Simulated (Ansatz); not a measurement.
**SiH₂OF₂: geometry relaxation (part 1 of 2)**

SiH₂OF₂, computed with RKS BHLYP-D4/def2-SVP (Ansatz 0.2.0).

It belongs to a series of runs on one base structure; here: end point B relaxed.

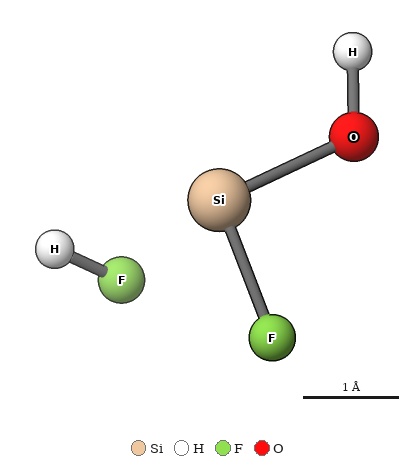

The structure as given in the input (ball-and-stick view, seen at a tilt). Bond lengths as drawn: F–H 0.92 Å, F–Si 1.62 Å, H–O 0.95 Å and O–Si 1.64 Å.

The input
```yaml
crystal:
  periodic: [false, false, false]
  atoms:
    - { symbol: Si, position_ang: [-0.794652, 0.10786, 0.309282] }
    - { symbol: H, position_ang: [1.564613, 0.198326, 1.541928] }
    - { symbol: F, position_ang: [1.947136, -0.10665, 0.765352] }
    - { symbol: F, position_ang: [-0.683599, 1.194959, -0.882505] }
    - { symbol: O, position_ang: [-1.04162, -1.235513, -0.603237] }
    - { symbol: H, position_ang: [-1.159478, -2.068982, -0.15472] }
basis:
  gaussian: { orbitals: def2-SVP }
hamiltonian:
  xc: { name: BHLYP }
  dispersion: d4
relax:
  f_tol: 0.03
  max_steps: 50
output:
  orbitals: {}
```

Run on 1 thread of Arm Neoverse V2, 24 GiB of memory available, shared host.

Run as:
```bash
ansatz run input.yaml --threads 1 --pin off --max-ram 2048MiB --backend cpu --events-out ev --progress --plain --runs-dir out
```

What the program printed
```
The last accepted step is kept in [file] (removed where the run ends without a failure and the disk answers)
Engine: ansatz 0.2.0, aarch64-unknown-linux-gnu
Functional definition: BHLYP
  parameter a = 0.5
  exchange = (1 - a)*b88_x + a*exact_x
  correlation = lyp_c
699 factors; integrals over basis functions are off by at most 3.9e-4 eV
mean field evaluation 1: about -15375.6862 eV, gradient 5.6e1 eV
mean field evaluation 2: about -15373.0062 eV, gradient 7.0e1 eV
mean field evaluation 4: about -15381.0744 eV, gradient 2.4e0 eV
mean field evaluation 8: about -15381.1000 eV, gradient 1.4e-1 eV
mean field evaluation 16: about -15381.1000 eV, gradient 3.2e-5 eV
mean field -15381.10000969 eV, -565.2449996720 hartree, gradient 3.2e-5 eV, S^2 0.000000; 0 other end points of the search recorded, 0 dependent functions left out
the calculation of the forces begins
reference -15381.10013861 eV, -565.2450044099 hartree; 21, 21 occupied and 49, 49 virtual orbitals, 699 factors
relax step   1: F+E_penalty+E_count = -15381.20019993 eV  Δ(F+E_penalty+E_count) = +0.000e0 eV  max|allowed force component| = 1.162e-1 eV/Å  Δτ_max = 0.0000 Å  (26 SCF iters, accepted)
these checks for a lower state are left out or cut short: starts, cluster_reference, orbital_swaps, neighbouring_geometries, increment
699 factors; integrals over basis functions are off by at most 4.1e-4 eV
mean field -15381.06536735 eV, -565.2437265895 hartree, gradient 1.2e-5 eV, S^2 0.000000; 0 other end points of the search recorded, 0 dependent functions left out
[... from here on the field's lines of each further geometry are left out, up to the last ...]
relax step   2: F+E_penalty+E_count = -15381.16540254 eV  Δ(F+E_penalty+E_count) = +3.480e-2 eV  max|allowed force component| = 2.210e0 eV/Å  Δτ_max = 0.1941 Å  (30 SCF iters, rejected (line search))
relax step   3: F+E_penalty+E_count = -15381.20886498 eV  Δ(F+E_penalty+E_count) = -8.665e-3 eV  max|allowed force component| = 6.371e-1 eV/Å  Δτ_max = 0.0951 Å  (30 SCF iters, accepted)
relax step   4: F+E_penalty+E_count = -15381.21570293 eV  Δ(F+E_penalty+E_count) = -6.838e-3 eV  max|allowed force component| = 9.974e-1 eV/Å  Δτ_max = 0.0975 Å  (30 SCF iters, accepted)
relax step   5: F+E_penalty+E_count = -15381.21892104 eV  Δ(F+E_penalty+E_count) = -3.218e-3 eV  max|allowed force component| = 8.991e-1 eV/Å  Δτ_max = 0.0189 Å  (31 SCF iters, accepted)
relax step   6: F+E_penalty+E_count = -15381.22775696 eV  Δ(F+E_penalty+E_count) = -8.836e-3 eV  max|allowed force component| = 1.523e-1 eV/Å  Δτ_max = 0.1505 Å  (30 SCF iters, accepted)
relax step   7: F+E_penalty+E_count = -15381.23663360 eV  Δ(F+E_penalty+E_count) = -8.877e-3 eV  max|allowed force component| = 3.588e-1 eV/Å  Δτ_max = 0.0786 Å  (30 SCF iters, accepted)
relax step   8: F+E_penalty+E_count = -15381.19274755 eV  Δ(F+E_penalty+E_count) = +4.389e-2 eV  max|allowed force component| = 1.864e0 eV/Å  Δτ_max = 0.1492 Å  (29 SCF iters, rejected (line search))
relax step   9: F+E_penalty+E_count = -15381.24312773 eV  Δ(F+E_penalty+E_count) = -6.494e-3 eV  max|allowed force component| = 1.100e-1 eV/Å  Δτ_max = 0.0745 Å  (29 SCF iters, accepted)
relax step  10: F+E_penalty+E_count = -15381.24508547 eV  Δ(F+E_penalty+E_count) = -1.958e-3 eV  max|allowed force component| = 8.974e-2 eV/Å  Δτ_max = 0.0324 Å  (31 SCF iters, accepted)
relax step  11: F+E_penalty+E_count = -15381.19713982 eV  Δ(F+E_penalty+E_count) = +4.795e-2 eV  max|allowed force component| = 1.629e0 eV/Å  Δτ_max = 0.1477 Å  (35 SCF iters, rejected (line search))
relax step  12: F+E_penalty+E_count = -15381.24988082 eV  Δ(F+E_penalty+E_count) = -4.795e-3 eV  max|allowed force component| = 1.334e-1 eV/Å  Δτ_max = 0.0739 Å  (28 SCF iters, accepted)
relax step  13: F+E_penalty+E_count = -15381.25527630 eV  Δ(F+E_penalty+E_count) = -5.395e-3 eV  max|allowed force component| = 1.975e-1 eV/Å  Δτ_max = 0.0750 Å  (30 SCF iters, accepted)
relax step  14: F+E_penalty+E_count = -15381.24537008 eV  Δ(F+E_penalty+E_count) = +9.906e-3 eV  max|allowed force component| = 1.172e0 eV/Å  Δτ_max = 0.1117 Å  (29 SCF iters, rejected (line search))
relax step  15: F+E_penalty+E_count = -15381.26030548 eV  Δ(F+E_penalty+E_count) = -5.029e-3 eV  max|allowed force component| = 1.896e-1 eV/Å  Δτ_max = 0.0545 Å  (29 SCF iters, accepted)
relax step  16: F+E_penalty+E_count = -15381.26564460 eV  Δ(F+E_penalty+E_count) = -5.339e-3 eV  max|allowed force component| = 2.616e-1 eV/Å  Δτ_max = 0.0546 Å  (29 SCF iters, accepted)
relax step  17: F+E_penalty+E_count = -15381.27592483 eV  Δ(F+E_penalty+E_count) = -1.028e-2 eV  max|allowed force component| = 2.972e-1 eV/Å  Δτ_max = 0.0843 Å  (30 SCF iters, accepted)
relax step  18: F+E_penalty+E_count = -15381.27415644 eV  Δ(F+E_penalty+E_count) = +1.768e-3 eV  max|allowed force component| = 1.420e0 eV/Å  Δτ_max = 0.1234 Å  (31 SCF iters, rejected (line search))
relax step  19: F+E_penalty+E_count = -15381.28621274 eV  Δ(F+E_penalty+E_count) = -1.029e-2 eV  max|allowed force component| = 2.021e-1 eV/Å  Δτ_max = 0.0608 Å  (29 SCF iters, accepted)
relax step  20: F+E_penalty+E_count = -15381.29709869 eV  Δ(F+E_penalty+E_count) = -1.089e-2 eV  max|allowed force component| = 2.173e-1 eV/Å  Δτ_max = 0.0633 Å  (29 SCF iters, accepted)
relax step  21: F+E_penalty+E_count = -15381.31197954 eV  Δ(F+E_penalty+E_count) = -1.488e-2 eV  max|allowed force component| = 7.234e-1 eV/Å  Δτ_max = 0.0925 Å  (30 SCF iters, accepted)
relax step  22: F+E_penalty+E_count = -15381.32947329 eV  Δ(F+E_penalty+E_count) = -1.749e-2 eV  max|allowed force component| = 1.429e0 eV/Å  Δτ_max = 0.1388 Å  (30 SCF iters, accepted)
relax step  23: F+E_penalty+E_count = -15381.35490875 eV  Δ(F+E_penalty+E_count) = -2.544e-2 eV  max|allowed force component| = 1.070e0 eV/Å  Δτ_max = 0.0674 Å  (30 SCF iters, accepted)
relax step  24: F+E_penalty+E_count = -15381.40353834 eV  Δ(F+E_penalty+E_count) = -4.863e-2 eV  max|allowed force component| = 5.905e-1 eV/Å  Δτ_max = 0.2000 Å  (28 SCF iters, accepted)
relax step  25: F+E_penalty+E_count = -15381.42626693 eV  Δ(F+E_penalty+E_count) = -2.273e-2 eV  max|allowed force component| = 3.900e-1 eV/Å  Δτ_max = 0.0805 Å  (29 SCF iters, accepted)
relax step  26: F+E_penalty+E_count = -15381.34529312 eV  Δ(F+E_penalty+E_count) = +8.097e-2 eV  max|allowed force component| = 2.485e0 eV/Å  Δτ_max = 0.1953 Å  (35 SCF iters, rejected (line search))
relax step  27: F+E_penalty+E_count = -15381.44570830 eV  Δ(F+E_penalty+E_count) = -1.944e-2 eV  max|allowed force component| = 1.096e-1 eV/Å  Δτ_max = 0.0977 Å  (30 SCF iters, accepted)
relax step  28: F+E_penalty+E_count = -15381.44832665 eV  Δ(F+E_penalty+E_count) = -2.618e-3 eV  max|allowed force component| = 8.349e-2 eV/Å  Δτ_max = 0.0289 Å  (31 SCF iters, accepted)
relax step  29: F+E_penalty+E_count = -15381.44926117 eV  Δ(F+E_penalty+E_count) = -9.345e-4 eV  max|allowed force component| = 6.696e-2 eV/Å  Δτ_max = 0.0188 Å  (32 SCF iters, accepted)
relax step  30: F+E_penalty+E_count = -15381.44946367 eV  Δ(F+E_penalty+E_count) = -2.025e-4 eV  max|allowed force component| = 9.172e-2 eV/Å  Δτ_max = 0.0378 Å  (32 SCF iters, accepted)
relax step  31: F+E_penalty+E_count = -15381.45009650 eV  Δ(F+E_penalty+E_count) = -6.328e-4 eV  max|allowed force component| = 3.045e-2 eV/Å  Δτ_max = 0.0108 Å  (32 SCF iters, accepted)
the calculation of the forces begins
reference -15381.34462784 eV, -565.2539892233 hartree; 21, 21 occupied and 49, 49 virtual orbitals, 699 factors
relax step  32: F+E_penalty+E_count = -15381.45012881 eV  Δ(F+E_penalty+E_count) = -3.230e-5 eV  max|allowed force component| = 6.567e-3 eV/Å  Δτ_max = 0.0014 Å  (24 SCF iters, accepted)
```

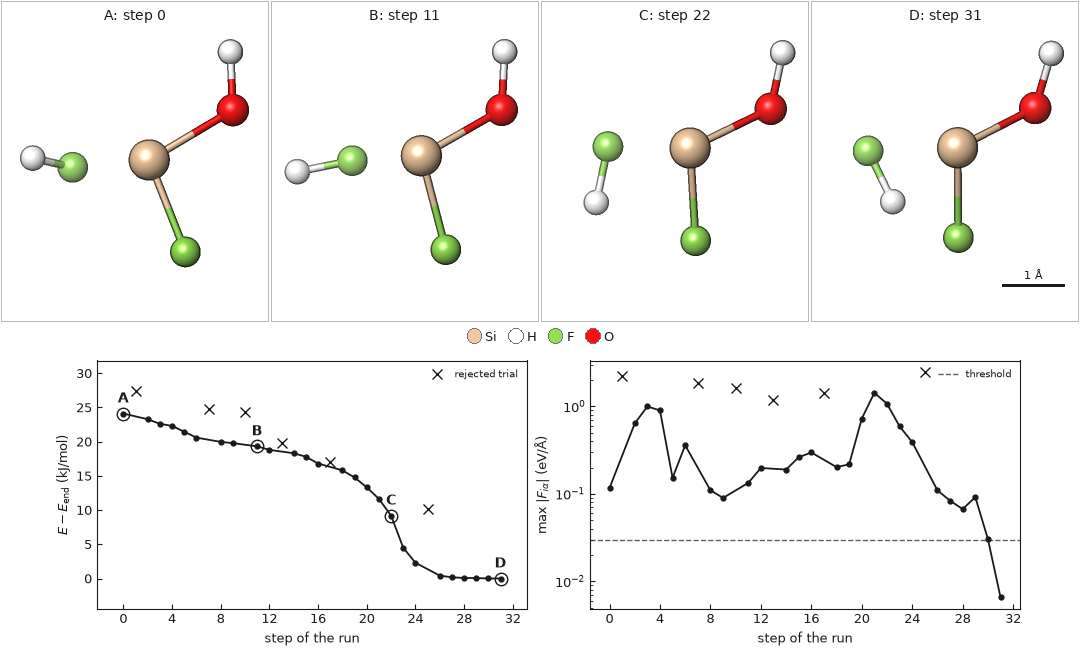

Frames of the relaxation (ball-and-stick view, seen at a tilt) above the curves, on which the letters mark them (the first geometry is step 0 here and step 1 in the log).

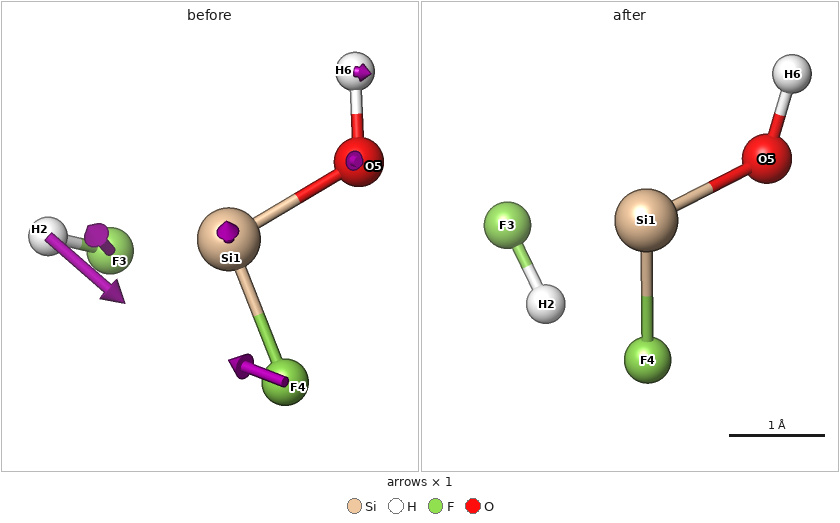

Before (left) and after (right) the relaxation, at one scale (ball-and-stick view, seen at a tilt). The pink arrows give the displacements, at true length. H2 moves most after the best rigid fit: 1.09 Å. By element the largest moves are H 1.09 Å, F 0.82 Å, Si 0.30 Å, O 0.24 Å. Among the contacts that change: Si1–F4 1.617 → 1.653 Å, H2–F3 0.918 → 0.923 Å. Among the angles that change: F4–Si1–O5 98.7° → 96.6°. The energy falls by 24.1 kJ/mol in 31 geometry steps. The largest force component goes from 0.12 to 0.0066 eV/Å. The line search rejected the trial steps at points 1, 7, 10, 13, 17, 25 (counted from 0) and went back. (Atoms are counted from 1 in the order of the input.)

```
699 factors; integrals over basis functions are off by at most 5.8e-4 eV
mean field -15381.34449952 eV, -565.2539845075 hartree, gradient 9.6e-6 eV, S^2 0.000000; 1 other end points of the search recorded, 0 dependent functions left out
the calculation of the forces begins
reference -15381.34462784 eV, -565.2539892233 hartree; 21, 21 occupied and 49, 49 virtual orbitals, 699 factors
Total energy: -15381.45025713 eV, -565.2578710281 hartree
Atom 0 at    -1.035847     0.017517     0.429217 Å, force     0.005425     0.004933    -0.005821 eV/Å
Atom 1 at     1.494064     0.461668     0.595093 Å, force    -0.001035    -0.002133     0.002021 eV/Å
Atom 2 at     1.458881    -0.143852     1.290680 Å, force     0.000454     0.001500    -0.002361 eV/Å
Atom 3 at    -0.013940     1.068936    -0.333314 Å, force    -0.005500    -0.006567     0.004805 eV/Å
Atom 4 at    -0.797276    -1.252603    -0.590256 Å, force     0.001137     0.004491    -0.000321 eV/Å
Atom 5 at    -1.273482    -2.061666    -0.415321 Å, force    -0.000481    -0.002224     0.001677 eV/Å
Dipole moment:    -0.264928    -0.209082    -0.018344 e Å
```

Trajectory as extended XYZ (Å, eV, eV/Å), 32 frames, from step=1 to step=32
```
6
Properties=species:S:1:pos:R:3:forces:R:3 step=1 energy=-15381.20020
Si   -0.7947    0.1079    0.3093   -0.0370   0.0240  -0.0059
H     1.5646    0.1983    1.5419    0.1162  -0.0067  -0.0090
F     1.9471   -0.1066    0.7654   -0.0896   0.0194   0.0395
F    -0.6836    1.1950   -0.8825    0.0210   0.0226   0.0002
O    -1.0416   -1.2355   -0.6032   -0.0185  -0.0101  -0.0471
H    -1.1595   -2.0690   -0.1547    0.0078  -0.0493   0.0223
6
Properties=species:S:1:pos:R:3:forces:R:3 step=2 energy=-15381.16540 accepted=F
Si   -0.8751    0.1091    0.2959    0.0180   0.0272   0.0317
H     1.7339    0.2342    1.6298    0.3330  -0.8544  -2.2097
F     1.8550   -0.1146    0.7426   -0.3826   0.8653   2.1964
F    -0.6722    1.1868   -0.8961    0.0202  -0.0145   0.0160
O    -1.0377   -1.2467   -0.6222    0.0097  -0.0372  -0.0392
H    -1.1715   -2.0788   -0.1739    0.0016   0.0136   0.0048
6
Properties=species:S:1:pos:R:3:forces:R:3 step=3 energy=-15381.20887
Si   -0.8327    0.1091    0.3023   -0.0198   0.0230   0.0584
H     1.6476    0.2141    1.5856    0.2532  -0.2388  -0.6321
F     1.8963   -0.1100    0.7519   -0.2608   0.2501   0.6371
F    -0.6759    1.1922   -0.8891    0.0228   0.0086  -0.0159
O    -1.0413   -1.2410   -0.6120    0.0024  -0.0435  -0.0541
H    -1.1616   -2.0745   -0.1626    0.0022   0.0007   0.0067
6
Properties=species:S:1:pos:R:3:forces:R:3 step=4 energy=-15381.21570
Si   -0.8861    0.1089    0.3028    0.0099   0.0238   0.0246
H     1.7399    0.2379    1.6058    0.1263  -0.3949  -0.9974
F     1.8170   -0.1159    0.7443   -0.1644   0.4069   0.9885
F    -0.6484    1.1860   -0.8838    0.0183  -0.0149   0.0172
O    -1.0216   -1.2476   -0.6194    0.0085  -0.0470  -0.0311
H    -1.1684   -2.0793   -0.1737    0.0014   0.0261  -0.0018
6
Properties=species:S:1:pos:R:3:forces:R:3 step=5 energy=-15381.21892
Si   -0.8882    0.1054    0.3071    0.0123   0.0097   0.0309
H     1.7377    0.2440    1.5989    0.1130  -0.3578  -0.8991
F     1.8070   -0.1122    0.7397   -0.1504   0.3697   0.8937
F    -0.6322    1.1831   -0.8745    0.0162  -0.0035   0.0058
O    -1.0186   -1.2493   -0.6188    0.0106  -0.0371  -0.0345
H    -1.1733   -2.0810   -0.1763   -0.0017   0.0191   0.0031
6
Properties=species:S:1:pos:R:3:forces:R:3 step=6 energy=-15381.22776
Si   -0.8379    0.0618    0.3421   -0.1304   0.0344   0.0436
H     1.7233    0.2613    1.5655    0.0326  -0.0249  -0.1523
F     1.6995   -0.0193    0.6900    0.0313   0.0002   0.1448
F    -0.5007    1.1533   -0.8079   -0.0074  -0.0412   0.0056
O    -1.0187   -1.2677   -0.6167    0.0715  -0.0702  -0.0294
H    -1.2331   -2.0993   -0.1968    0.0025   0.1017  -0.0122
6
Properties=species:S:1:pos:R:3:forces:R:3 step=7 energy=-15381.23663
Si   -0.9138    0.0821    0.3405    0.0458  -0.1237  -0.1625
H     1.7638    0.2755    1.5473    0.0062  -0.1017  -0.3314
F     1.6606   -0.0597    0.6943   -0.0140   0.0947   0.3588
F    -0.4891    1.1561   -0.7981   -0.0428  -0.0170   0.0449
O    -0.9659   -1.2708   -0.6106   -0.0095   0.0799   0.0979
H    -1.2232   -2.0931   -0.1973    0.0144   0.0679  -0.0077
6
Properties=species:S:1:pos:R:3:forces:R:3 step=8 energy=-15381.19275 accepted=F
Si   -0.9399    0.0748    0.3343   -0.0213  -0.1488  -0.0715
H     1.8635    0.3828    1.5191   -0.6047  -1.3368  -1.8643
F     1.6176   -0.1679    0.7710    0.5734   1.3403   1.8424
F    -0.5142    1.1617   -0.7908    0.0392   0.0270   0.0073
O    -0.9644   -1.2690   -0.6306   -0.0080   0.0913   0.0826
H    -1.2302   -2.0925   -0.2268    0.0214   0.0271   0.0035
```
